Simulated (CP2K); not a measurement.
**CH6B2OS (SMILES BOCBS) at PM6**

What is the vertical electron affinity of CH6B2OS at PM6? 

The results are computed with CP2K 2026.2.

2 further runs of the same task are left out: 2 set aside as unsound or not needed.

## 1. The molecule

CH6B2OS: 11 atoms, total charge 0, spin state singlet. SMILES: `BOCBS`. The coordinates come from a GFN2-xTB relaxation. This is one conformer, not always the lowest.

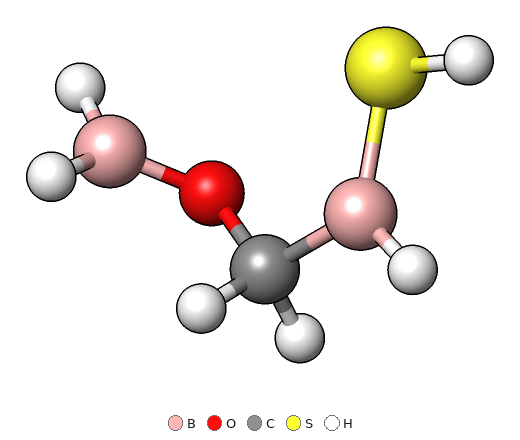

Viewed from a chosen angle; boron pink, oxygen red, carbon grey, sulfur yellow, hydrogen white.

## 2. Energy and gradient at PM6

The input, molecule.xyz:

```xyz
11

B     -0.186790     1.666510     1.187460
O     -0.201100     1.197420    -0.044180
C     -0.799630    -0.029500    -0.433600
B      0.235130    -1.193590    -0.732990
S      1.952150    -0.909090    -0.475810
H     -0.719840     1.108550     2.085810
H      0.380310     2.681040     1.334380
H     -1.508770    -0.362600     0.340760
H     -1.406190     0.182960    -1.325110
H     -0.150290    -2.229100    -1.110180
H      2.405020    -2.112580    -0.826530
```

The input, run.inp:

```
&GLOBAL
 PROJECT run
 RUN_TYPE ENERGY_FORCE
 PRINT_LEVEL MEDIUM
&END GLOBAL
&FORCE_EVAL
 METHOD QUICKSTEP
 &DFT
  &QS
   METHOD PM6
   EPS_DEFAULT 1.0E-10
   &SE
    &COULOMB
     CUTOFF [angstrom] 50
     RC_RANGE [angstrom] 0
    &END COULOMB
    &EXCHANGE
     CUTOFF [angstrom] 50
     RC_RANGE [angstrom] 0
    &END EXCHANGE
   &END SE
  &END QS
  &POISSON
   PERIODIC NONE
   POISSON_SOLVER ANALYTIC
  &END POISSON
  &SCF
   SCF_GUESS ATOMIC
   EPS_SCF 1.0E-06
   MAX_SCF 80
   ADDED_MOS 8
   &DIAGONALIZATION
    ALGORITHM STANDARD
   &END DIAGONALIZATION
   &MIXING
    METHOD DIRECT_P_MIXING
    ALPHA 0.4
   &END MIXING
  &END SCF
  &PRINT
   &MOMENTS
    PERIODIC F
    REFERENCE COM
    MAX_MOMENT 1
   &END MOMENTS
   &MO ON
    ENERGIES T
    OCCUPATION_NUMBERS T
    NDIGITS 6
    &EACH
     QS_SCF 0
    &END EACH
    ADD_LAST NUMERIC
   &END MO
   &HIRSHFELD OFF
   &END HIRSHFELD
  &END PRINT
 &END DFT
 &SUBSYS
  &CELL
   ABC 19.9 20.9 19.4
   PERIODIC NONE
  &END CELL
  &TOPOLOGY
   COORD_FILE_NAME molecule.xyz
   COORD_FILE_FORMAT XYZ
   &CENTER_COORDINATES
   &END CENTER_COORDINATES
  &END TOPOLOGY
 &END SUBSYS
 &PRINT
  &FORCES ON
  &END FORCES
 &END PRINT
&END FORCE_EVAL
```

On the command line:

```console
$ OMP_NUM_THREADS=1 cp2k.psmp -i run.inp > run.out 2>&1
```

The program printed, cut to the lines that bear on the results:

```text
CP2K| version string:                                       CP2K version 2026.2
[...]
 GLOBAL| Method name                                                        CP2K
[...]
 GLOBAL| Run type                                                   ENERGY_FORCE
[...]
                             - Atoms:                                         11
[...]
                             - Spherical basis functions:                     31
[...]
 Number of electrons:                                                         28
[...]
     1 P_Mix/Diag. 0.40E+00    0.0     0.84733935       -22.1484500279 -2.21E+01
[...]
    20 DIIS/Diag.  0.16E-06    0.0     0.00000038       -28.7224153324 -1.64E-12
  *** SCF run converged in    20 steps ***
  Core-core repulsion energy [eV]:                           1803.93839184207809
  Core Hamiltonian energy [eV]:                             -1220.90746041507373
  Two-electron integral energy [eV]:                        -2729.21520065055347
  Electronic energy [eV]:                                   -2585.51506074035069
  Total energy [eV]:                                         -781.57666889827237
  Atomic reference energy [eV]:                               778.82467869801644
  Heat of formation [kcal/mol]:                               -63.46240667403540
[...]
 SE_DIPOLE| Moment [Debye]          0.91002830       2.50021240       0.63740618
 SE_DIPOLE| Derivative [a.u.]       0.00000000       0.00000000       0.00000000
 ENERGY| Total FORCE_EVAL ( QS ) energy [hartree]            -28.722415332433243
 FORCES| Atomic forces [hartree/bohr]
 FORCES|   Atom     x               y               z               |f|
 FORCES|      1 -5.92954103E-03  1.26367769E-03  3.56898135E-02   3.62010929E-02
 FORCES|      2  8.66902958E-03 -3.84536433E-03 -3.74140058E-02   3.85972373E-02
 FORCES|      3 -1.79325709E-04 -8.67680510E-03  5.81820220E-03   1.04484727E-02
 FORCES|      4 -3.77445010E-04  1.48334076E-02  4.71024497E-03   1.55678789E-02
 FORCES|      5 -5.26938720E-03  1.00573149E-02  2.70128573E-03   1.16710312E-02
 FORCES|      6 -9.57007331E-04 -2.06309218E-03  3.70264859E-04   2.30419367E-03
 FORCES|      7  4.22918514E-03  6.08252553E-03 -4.64162538E-03   8.74230004E-03
 FORCES|      8 -1.20625631E-03 -3.89273442E-03  3.46521107E-03   5.34940402E-03
 FORCES|      9  1.89701176E-03  3.04828156E-03 -4.98409710E-03   6.14262956E-03
 FORCES|     10 -6.04092332E-03 -9.31477155E-03 -3.91680895E-03   1.17728126E-02
 FORCES|     11  5.16465943E-03 -7.49243975E-03 -1.79848513E-03   9.27603952E-03
 FORCES| Sum     4.16333634E-16  9.36750677E-16 -1.66533454E-16
 FORCES| Total atomic force                                       1.03854173E-15
[...]
```

Run time: 1.1 s. Hardware: 1 thread of Intel Xeon Platinum 8488C (Sapphire Rapids), shared host; peak memory 0.19 GiB.

## 3. The doublet anion

molecule.xyz is that of step 2.

The input, job.inp:

```
&GLOBAL
  PROJECT_NAME job
  RUN_TYPE ENERGY_FORCE
  PRINT_LEVEL MEDIUM
&END GLOBAL
&FORCE_EVAL
  METHOD QUICKSTEP
  &DFT
    CHARGE -1
    MULTIPLICITY 2
    UKS T
    # Quickstep
    &QS
      METHOD PM6
      EPS_DEFAULT 1.0E-10
      &SE
        &COULOMB
          CUTOFF [angstrom] 50
          RC_RANGE [angstrom] 0
        &END COULOMB
        &EXCHANGE
          CUTOFF [angstrom] 50
          RC_RANGE [angstrom] 0
        &END EXCHANGE
      &END SE
    &END QS
    &POISSON
      PERIODIC NONE
      POISSON_SOLVER ANALYTIC
    &END POISSON
    &SCF
      SCF_GUESS ATOMIC
      EPS_SCF 1.0E-06
      MAX_SCF 40
      &OT
        MINIMIZER DIIS
        PRECONDITIONER FULL_SINGLE_INVERSE
      &END OT
      &OUTER_SCF
        EPS_SCF 1.0E-06
        MAX_SCF 8
      &END OUTER_SCF
    &END SCF
    # extra output
    &PRINT
      &MOMENTS
        PERIODIC F
        REFERENCE COM
        MAX_MOMENT 1
      &END MOMENTS
      &MO_CUBES
        NLUMO 3
        NHOMO -1
        WRITE_CUBE F
      &END MO_CUBES
      &HIRSHFELD OFF
      &END HIRSHFELD
    &END PRINT
  &END DFT
  &SUBSYS
    # box in angstrom
    &CELL
      ABC 19.9 20.9 19.4
      PERIODIC NONE
    &END CELL
    &TOPOLOGY
      COORD_FILE_NAME molecule.xyz
      COORD_FILE_FORMAT XYZ
      &CENTER_COORDINATES
      &END CENTER_COORDINATES
    &END TOPOLOGY
  &END SUBSYS
  &PRINT
    &FORCES ON
    &END FORCES
  &END PRINT
&END FORCE_EVAL
```

On the command line:

```console
$ OMP_NUM_THREADS=1 cp2k.psmp job.inp > job.out
```

The program printed, cut to the lines that bear on the results:

```text
CP2K| version string:                                       CP2K version 2026.2
[...]
 GLOBAL| Method name                                                        CP2K
[...]
 GLOBAL| Run type                                                   ENERGY_FORCE
[...]
                             - Atoms:                                         11
[...]
                             - Spherical basis functions:                     31
[...]
 Number of electrons:                                                         15
[...]
     1 OT DIIS     0.80E-01    0.0     0.11521535       -23.6418811833 -2.36E+01
[...]
    26 OT DIIS     0.80E-01    0.0     0.00000091       -28.7577546275 -3.27E-09
  *** SCF run converged in    26 steps ***
  Core-core repulsion energy [eV]:                           1803.93839184207809
  Core Hamiltonian energy [eV]:                             -1237.94978901990658
  Two-electron integral energy [eV]:                        -2697.05380568548071
  Electronic energy [eV]:                                   -2586.47669186264693
  Total energy [eV]:                                         -782.53830002056884
  Atomic reference energy [eV]:                               778.82467869801644
  Heat of formation [kcal/mol]:                               -85.63814892337599
[...]
 SE_DIPOLE| Moment [Debye]          2.17714628      -1.22129243      -0.80510461
 SE_DIPOLE| Derivative [a.u.]       0.00000000       0.00000000       0.00000000
 *** WARNING in qs_scf_post_se.F:140 :: Printing of MO cube files not ***
 *** implemented for Semi-Empirical method.                           ***
 ENERGY| Total FORCE_EVAL ( QS ) energy [hartree]            -28.757754628296901
[...]
```

It took 5.1 s on 1 thread of Intel Xeon Platinum 8488C (Sapphire Rapids), shared host; peak memory 0.19 GiB.

## 4. What came out

At PM6:

| quantity | value |
| --- | --- |
| singlet CH6B2OS: total energy | -28.72242 Eh |
| singlet CH6B2OS: dipole moment | 2.74 D |
| singlet CH6B2OS: HOMO energy | -9.91 eV |
| singlet CH6B2OS: LUMO energy | -0.43 eV |
| singlet CH6B2OS: HOMO–LUMO gap | 9.48 eV |
| singlet CH6B2OS: heat of formation at this unrelaxed shape | -63.5 kcal/mol |
| singlet CH6B2OS: largest force on an atom | 1.985 eV/Å |
| doublet anion: total energy | -28.75775 Eh |
| doublet anion: heat of formation at this unrelaxed shape | -85.6 kcal/mol |
| doublet anion: largest force on an atom | 1.360 eV/Å |
| vertical electron affinity (to the doublet anion) | 0.962 eV |

What this shows: At fixed nuclei the extra electron is bound by 0.96 eV (22.2 kcal/mol). The largest force (singlet CH6B2OS) is 1.98 eV/Å: the shape isn't a stationary point for this species at this level. A minimal valence basis can't be trusted even for the sign of an electron affinity.
